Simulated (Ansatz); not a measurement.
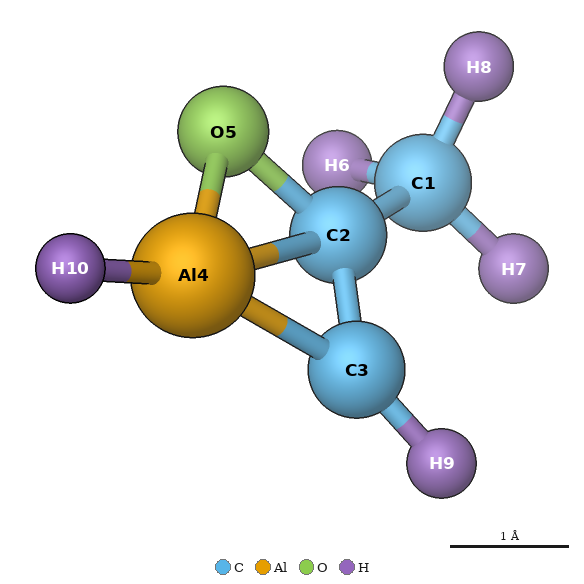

Orthographic view. Distant atoms are faded towards the background colour. Computed geometry: PBE-D4/def2-SVP optimisation. No frequency run is at hand to confirm it as a minimum.

Give the geometry as a Z-matrix, atoms in numerical order, with these reference atoms: 2 to 1; 3 to 2, 1; 4 to 3, 2, 1; 5 to 2, 3, 4; 6 to 1, 2, 3; 7 to 1, 6, 2; 8 to 1, 7, 6; 9 to 3, 2, 5; 10 to 4, 5, 2.

```
C  
C    1   1.496
C    2   1.380   1   130.0
Al   3   1.902   2    82.1   1   179.9
O    2   1.389   3   115.1   4     0.0
H    1   1.110   2   109.6   3   121.5
H    1   1.105   6   109.6   2   123.3
H    1   1.110   7   109.6   6  -116.3
H    3   1.096   2   124.8   5   180.0
H    4   1.593   5   128.2   2   179.9
```
